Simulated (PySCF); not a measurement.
# [RuO3N]-: geometry, NMR shifts and electronic excitations

Wanted: the NMR shifts and electronic excitations of [RuO3N]- (`[N]#[Ru-](=[O])(=[O])=[O]`), by calculation.

Computed with PySCF 2.14.0, with density-fitted response routines of our own, on a single molecule in the gas phase. Atoms are numbered from 0 throughout.

**1. The molecule as given**

5 atoms, charge -1, multiplicity 1; geometry from: GFN2-xTB.

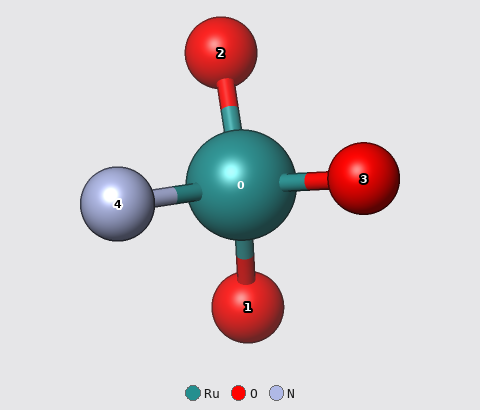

The starting geometry (ruthenium teal, oxygen red, nitrogen light blue), atoms numbered.

**2. Relaxing the molecule at PBE0-D3(BJ)/def2-SVP**

Job settings and geometry (Å):

```
{"job": {"xc": "PBE0", "basis": "def2-SVP", "d3": "d3bj", "grid": 1, "maxiter": 40, "kind": "geom"}, "charge": -1, "multiplicity": 1}
Ru     0.018520     0.032870     0.013130
O     -0.008720    -0.050120     1.671290
O      1.565980    -0.021720    -0.584710
O     -0.820770     1.347740    -0.555340
N     -0.755010    -1.308760    -0.544370
```

Standard output:

```text
step   0  E = -374.76506905  max force = 0.058598
step   1  E = -374.77288426  max force = 0.019137
step   2  E = -374.77448507  max force = 0.004793
step   3  E = -374.77452580  max force = 0.001060
step   4  E = -374.77453095  max force = 0.000193
optimisation converged
```

Run time: 16 s. Hardware: 1 thread, shared host.

Step by step:

```csv
step,energy from step 0 (eV),largest force component (eV/Å)
0,0.0000,3.0132
1,-0.2127,0.9841
2,-0.2562,0.2465
3,-0.2573,0.0545
4,-0.2575,0.0099
```

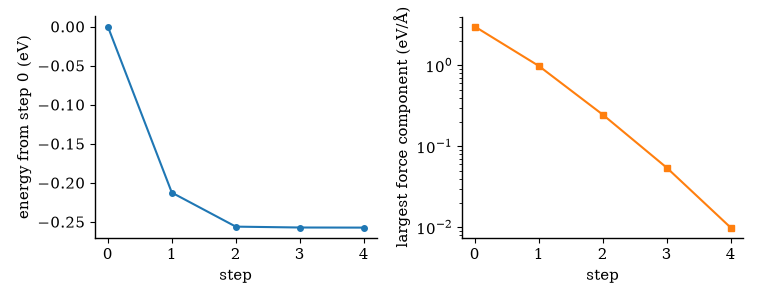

Energy and force, step by step.

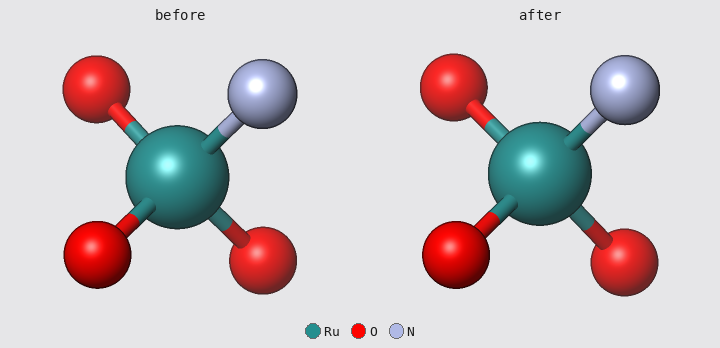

Before and after, at one scale.

Distances of close pairs at the start and the end, largest changes first:

```csv
bond,before (Å),after (Å),change (Å)
Ru0–O3,1.660,1.714,+0.054
Ru0–O1,1.660,1.714,+0.054
Ru0–O2,1.660,1.713,+0.054
Ru0–N4,1.646,1.637,-0.009
```

The end geometry stands in the next job.

```csv
at the end point,value
point group (found at 0.08 Å tolerance),C3v
"rotational constants (GHz, main isotopes)","4.393, 4.390, 3.990"
```

**3. Shielding tensors: PBE0/def2-TZVP+pcSseg-1**

Job settings and geometry (Å):

```
{"job": {"kind": "nmr", "xc": "PBE0", "basis": {"default": "pcSseg-1", "Ru": "def2-TZVP"}}, "charge": -1, "multiplicity": 1}
Ru    -0.000386     0.000097     0.000475
O     -0.011050    -0.059240     1.713546
O      1.609955    -0.002468    -0.584773
O     -0.835330     1.390680    -0.553746
N     -0.763190    -1.329059    -0.575502
```

Method: GIAO PBE0/pcSseg-1 Ru:def2-TZVP NMR shielding, scalar relativity only through core potentials, gas phase.

Standard output:

```text
coarse grid: 28752 points
cycle   1  E = -374.4683747693  dE = -7.419e+00  |g| = 1.629e+00  |ddm| = 4.277e+00
cycle   2  E = -370.8089758359  dE =  3.659e+00  |g| = 4.338e+00  |ddm| = 3.640e+00
cycle   3  E = -374.8009263155  dE = -3.992e+00  |g| = 1.070e+00  |ddm| = 3.035e+00
cycle   4  E = -374.7642871203  dE =  3.664e-02  |g| = 1.197e+00  |ddm| = 9.791e-01
cycle   5  E = -374.9836114863  dE = -2.193e-01  |g| = 3.135e-01  |ddm| = 5.753e-01
cycle   6  E = -375.0043871227  dE = -2.078e-02  |g| = 3.404e-02  |ddm| = 1.715e-01
cycle   7  E = -375.0046109154  dE = -2.238e-04  |g| = 9.564e-03  |ddm| = 1.866e-02
cycle   8  E = -375.0046132383  dE = -2.323e-06  |g| = 8.855e-03  |ddm| = 7.427e-03
cycle   9  E = -375.0046285465  dE = -1.531e-05  |g| = 8.076e-04  |ddm| = 4.655e-03
cycle  10  E = -375.0046286662  dE = -1.198e-07  |g| = 2.110e-04  |ddm| = 5.197e-04
final grid: 58840 points
cycle  11  E = -375.0046098531  dE =  1.181e-07  |g| = 8.911e-04  |ddm| = 6.831e-04
cycle  12  E = -375.0046065257  dE =  3.327e-06  |g| = 4.195e-03  |ddm| = 2.550e-03
cycle  13  E = -375.0046100124  dE = -3.487e-06  |g| = 9.350e-05  |ddm| = 2.090e-03
cycle  14  E = -375.0046100129  dE = -5.305e-10  |g| = 7.660e-05  |ddm| = 8.395e-05
cycle  15  E = -375.0046100141  dE = -1.192e-09  |g| = 6.575e-06  |ddm| = 4.322e-05
cycle  16  E = -375.0046100141  dE = -2.387e-11  |g| = 1.789e-06  |ddm| = 1.238e-05
converged SCF energy = -375.0046100141

GIAO shielding tensors (ppm)
atom      isotropic    diamagn.    paramagn.     s11        s22        s33       span
  0 Ru         nan         nan         nan        nan        nan        nan        nan
  1 O     -555.572     402.397    -957.970   -948.915   -746.578     28.776    977.691
  2 O     -554.413     402.379    -956.792   -948.283   -745.966     31.008    979.292
  3 O     -555.316     402.384    -957.701   -948.366   -747.370     29.788    978.154
  4 N     -898.997     332.468   -1231.465   -967.800   -865.068   -864.123    103.677
```

Wall time 5.6 s (1 thread, shared host).

Shifts follow as δ = σ(reference) − σ, with reference shieldings (ppm) from runs at the same level and on the same kind of geometry: ¹⁵N NH3 265.7, ¹⁷O H2O 334.6. The references are single molecules in the gas phase, so shifts against H2O, NH3, PH3, H3PO4 or CFCl3 are not on the usual liquid scales and can be off by tens of ppm. Atoms listed in one row are averaged.

```csv
atoms,environment,σ (ppm),δ (ppm)
"O1, O2, O3",oxygen bonded to Ru,-555.1,889.7
N4,nitrogen bonded to Ru,-899.0,1164.7
```

Atoms past Kr carry core potentials, so their printed shieldings have no meaning and are left out of the table.

The run also stored atomic charges by several schemes (e):

```csv
atoms,Mulliken,ESP fit
Ru0,1.44,1.24
"O1, O2, O3",-0.64,-0.57
N4,-0.53,-0.53
```

Mulliken charges:

```csv
atom,value (e)
Ru0,1.44
O1,-0.64
O2,-0.64
O3,-0.64
N4,-0.53
```

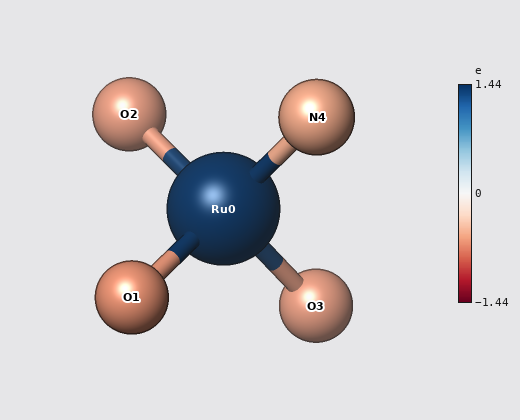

Mulliken charges, as colours on the atoms.

Mayer bond orders: Ru0–O1 1.36, Ru0–O2 1.36, Ru0–O3 1.36, Ru0–N4 2.06.

With diffuse functions Mulliken charges and Mayer bond orders lose their meaning; the other schemes are steadier.

**4. Excited states and response: wB97X-D/def2-SVPD**

Job settings and geometry (Å):

```
{"job": {"kind": "uv", "xc": "wB97X-D", "basis": "def2-SVPD", "ip": false, "nstates": 10}, "charge": -1, "multiplicity": 1}
Ru    -0.000386     0.000097     0.000475
O     -0.011050    -0.059240     1.713546
O      1.609955    -0.002468    -0.584773
O     -0.835330     1.390680    -0.553746
N     -0.763190    -1.329059    -0.575502
```

With the program's defaults for keys left out, this is: TDDFT wB97X-D/def2-SVPD, vertical, gas phase, core orbitals frozen in the response.

Standard output:

```text
coarse grid: 28752 points
cycle   1  E = -374.5490824125  dE = -9.352e+00  |g| = 1.504e+00  |ddm| = 3.832e+00
cycle   2  E = -372.2922137719  dE =  2.257e+00  |g| = 3.665e+00  |ddm| = 3.212e+00
cycle   3  E = -374.9864852811  dE = -2.694e+00  |g| = 4.442e-01  |ddm| = 2.498e+00
cycle   4  E = -374.9982947755  dE = -1.181e-02  |g| = 3.858e-01  |ddm| = 7.534e-01
cycle   5  E = -375.0178928837  dE = -1.960e-02  |g| = 2.005e-01  |ddm| = 3.689e-01
cycle   6  E = -375.0254176480  dE = -7.525e-03  |g| = 2.503e-02  |ddm| = 1.379e-01
cycle   7  E = -375.0255836611  dE = -1.660e-04  |g| = 4.540e-03  |ddm| = 3.534e-02
cycle   8  E = -375.0255951578  dE = -1.150e-05  |g| = 3.355e-03  |ddm| = 1.184e-02
cycle   9  E = -375.0255984637  dE = -3.306e-06  |g| = 1.970e-03  |ddm| = 4.388e-03
final grid: 58840 points
cycle  10  E = -375.0181526609  dE = -3.611e-06  |g| = 4.830e-03  |ddm| = 1.498e-02
cycle  11  E = -375.0181306525  dE =  2.201e-05  |g| = 1.188e-02  |ddm| = 1.139e-02
cycle  12  E = -375.0181571625  dE = -2.651e-05  |g| = 4.549e-04  |ddm| = 7.878e-03
cycle  13  E = -375.0181571717  dE = -9.216e-09  |g| = 5.138e-04  |ddm| = 6.948e-04
cycle  14  E = -375.0181572386  dE = -6.685e-08  |g| = 9.877e-05  |ddm| = 5.158e-04
cycle  15  E = -375.0181572433  dE = -4.711e-09  |g| = 9.441e-05  |ddm| = 2.193e-04
cycle  16  E = -375.0181572459  dE = -2.609e-09  |g| = 3.178e-05  |ddm| = 1.219e-04
cycle  17  E = -375.0181572466  dE = -6.646e-10  |g| = 5.562e-06  |ddm| = 8.958e-05
converged SCF energy = -375.0181572466

Static polarisability (au): isotropic 61.251, principal 60.381 60.418 62.955

Singlet excitations
state   eV       nm        f      main configurations
  1   2.7266    454.7   0.00000   H->L 0.48, H-1->L+1 0.46
  2   3.0333    408.7   0.00118   H-1->L 0.43, H->L+1 0.42
  3   3.0336    408.7   0.00118   H-1->L+1 0.43, H->L 0.42
  4   3.7198    333.3   0.01538   H->L+1 0.39, H-1->L 0.39
  5   3.8890    318.8   0.00628   H-2->L 0.77
  6   3.8928    318.5   0.00625   H-2->L+1 0.77
  7   4.0503    306.1   0.00009   H-3->L 0.80
  8   4.0525    305.9   0.00008   H-3->L+1 0.80
  9   4.4011    281.7   0.00000   H-5->L+1 0.30, H-4->L 0.30, H-4->L+1 0.17
 10   4.5878    270.2   0.00378   H-5->L 0.27, H-4->L+1 0.27, H-4->L 0.15

Triplet excitations (Tamm-Dancoff, eV): 2.3222 2.4802 2.4810 2.6074
```

It took 12 s on 1 thread, shared host.

The orbitals next to the gap, with their largest atomic shares:

```csv
orbital,eV,atoms
HOMO−3,-6.03,"N4 35 %, O1 18 %, O3 18 %"
HOMO−2,-5.45,"O1 33 %, O3 33 %, O2 33 %"
HOMO−1,-4.95,"O1 40 %, N4 35 %, O2 13 %"
HOMO,-4.94,"N4 35 %, O3 33 %, O2 27 %"
LUMO,3.51,"Ru0 44 %, N4 19 %, O2 15 %"
LUMO+1,3.51,"Ru0 44 %, N4 19 %, O1 16 %"
LUMO+2,5.47,"Ru0 49 %, O3 20 %, O2 14 %"
```

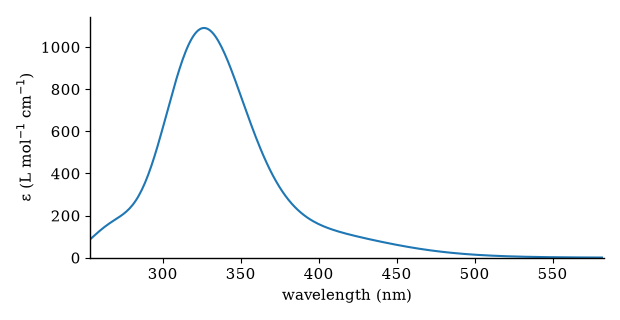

Absorption spectrum: each of the 10 states is a Gaussian band of 0.4 eV half-width at 1/e. Beyond the last state computed it falls off for lack of states.

Ground-state properties from the same run:

```csv
property,computed
polarisability (Å³),9.08
HOMO–LUMO gap (eV),8.45
−ε(HOMO) (eV),4.94
```

**5. Shielding tensors: KT2/def2-TZVP+pcSseg-1**

Job settings and geometry (Å):

```
{"job": {"kind": "nmr", "xc": "KT2", "basis": {"default": "pcSseg-1", "Ru": "def2-TZVP"}, "pop": false}, "charge": -1, "multiplicity": 1}
Ru    -0.000386     0.000097     0.000475
O     -0.011050    -0.059240     1.713546
O      1.609955    -0.002468    -0.584773
O     -0.835330     1.390680    -0.553746
N     -0.763190    -1.329059    -0.575502
```

With the program's defaults for keys left out, this is: GIAO KT2/pcSseg-1 Ru:def2-TZVP NMR shielding, scalar relativity only through core potentials, gas phase.

Standard output:

```text
coarse grid: 28752 points
cycle   1  E = -379.1319935545  dE = -6.857e+00  |g| = 2.110e+00  |ddm| = 4.204e+00
cycle   2  E = -369.2510077404  dE =  9.881e+00  |g| = 6.107e+00  |ddm| = 8.649e+00
cycle   3  E = -379.3156429625  dE = -1.006e+01  |g| = 1.939e+00  |ddm| = 8.307e+00
cycle   4  E = -378.9469852942  dE =  3.687e-01  |g| = 2.510e+00  |ddm| = 1.840e+00
cycle   5  E = -380.0072558583  dE = -1.060e+00  |g| = 2.520e-01  |ddm| = 9.865e-01
cycle   6  E = -380.0076668531  dE = -4.110e-04  |g| = 2.280e-01  |ddm| = 2.058e-01
cycle   7  E = -380.0131567063  dE = -5.490e-03  |g| = 1.607e-01  |ddm| = 1.815e-01
cycle   8  E = -380.0181792847  dE = -5.023e-03  |g| = 3.595e-02  |ddm| = 9.524e-02
cycle   9  E = -380.0183932179  dE = -2.139e-04  |g| = 1.666e-02  |ddm| = 2.240e-02
cycle  10  E = -380.0183808719  dE =  1.235e-05  |g| = 1.756e-02  |ddm| = 1.259e-02
cycle  11  E = -380.0184428927  dE = -6.202e-05  |g| = 1.984e-03  |ddm| = 9.251e-03
cycle  12  E = -380.0184435555  dE = -6.628e-07  |g| = 4.509e-04  |ddm| = 1.086e-03
final grid: 58840 points
cycle  13  E = -380.0183482554  dE =  1.290e-06  |g| = 2.563e-03  |ddm| = 1.836e-03
cycle  14  E = -380.0182756563  dE =  7.260e-05  |g| = 1.843e-02  |ddm| = 1.181e-02
cycle  15  E = -380.0183494845  dE = -7.383e-05  |g| = 1.081e-03  |ddm| = 1.040e-02
cycle  16  E = -380.0183496729  dE = -1.883e-07  |g| = 2.166e-04  |ddm| = 5.140e-04
cycle  17  E = -380.0183496753  dE = -2.482e-09  |g| = 1.833e-04  |ddm| = 1.948e-04
cycle  18  E = -380.0183496823  dE = -6.951e-09  |g| = 1.626e-05  |ddm| = 1.051e-04
cycle  19  E = -380.0183496823  dE = -5.548e-11  |g| = 2.026e-06  |ddm| = 1.078e-05
converged SCF energy = -380.0183496823

GIAO shielding tensors (ppm)
atom      isotropic    diamagn.    paramagn.     s11        s22        s33       span
  0 Ru         nan         nan         nan        nan        nan        nan        nan
  1 O     -442.214     402.963    -845.178   -769.916   -558.266      1.539    771.455
  2 O     -441.361     402.948    -844.309   -769.580   -557.917      3.412    772.992
  3 O     -442.071     402.951    -845.022   -769.658   -558.996      2.442    772.100
  4 N     -633.569     333.030    -966.599   -655.924   -622.695   -622.087     33.837
```

It took 8.5 s on 1 thread, shared host.

This run: δ O1 772.5, N4 897.9 ppm (means over like atoms).

**6. Side by side: NMR shifts**

Shifts (ppm), means over like atoms, with basis size and wall time:

```csv
run,O1,N4,functions,time
PBE0/def2-TZVP+pcSseg-1,889.7,1164.7,108,5.6 s
KT2/def2-TZVP+pcSseg-1,772.5,897.9,108,8.5 s
```

**7. What came out**

| quantity | value |
| --- | --- |
| point group | C3v |
| rotational constants (main isotopes) | 4.39, 4.39, 3.99 GHz |
| ¹⁷O shifts against H2O (PBE0/def2-TZVP+pcSseg-1, means over atoms taken as alike) | 889.7 ppm |
| ¹⁵N shifts against NH3 (PBE0/def2-TZVP+pcSseg-1) | 1164.7 ppm |
| lowest singlet (wB97X-D/def2-SVPD) | 2.73 eV (455 nm), f = 0.000 |
| brightest single state of those computed | state 4, 3.72 eV, f = 0.015 |
| lowest triplet | 2.32 eV |
| range of the shift of N4 | 897.9 to 1164.7 ppm |

**Reading.** The optimisation took 4 steps and gained 0.257 eV; among the close pairs (by a distance rule), Ru0–O3 changed most, from 1.660 to 1.714 Å. At PBE0/def2-TZVP+pcSseg-1: The largest span, 978 ppm, is at O1, O2, O3, where the paramagnetic term is -957 ppm. The lowest singlet, at 2.73 eV, is HOMO→LUMO 0.48, HOMO−1→LUMO+1 0.46 and is dark; of the 10 states computed, the strongest absorption comes from state 4 at 3.72 eV. The lowest triplet lies 0.40 eV below the lowest singlet (triplets in Tamm-Dancoff, singlets in full TDDFT). In ppm, N4 moves most: its shift spreads over 266.8 ppm, from 897.9 (KT2/def2-TZVP+pcSseg-1) to 1164.7 (PBE0/def2-TZVP+pcSseg-1). Spin-orbit coupling is left out, which matters for shieldings and couplings at and beside the heavy atoms.
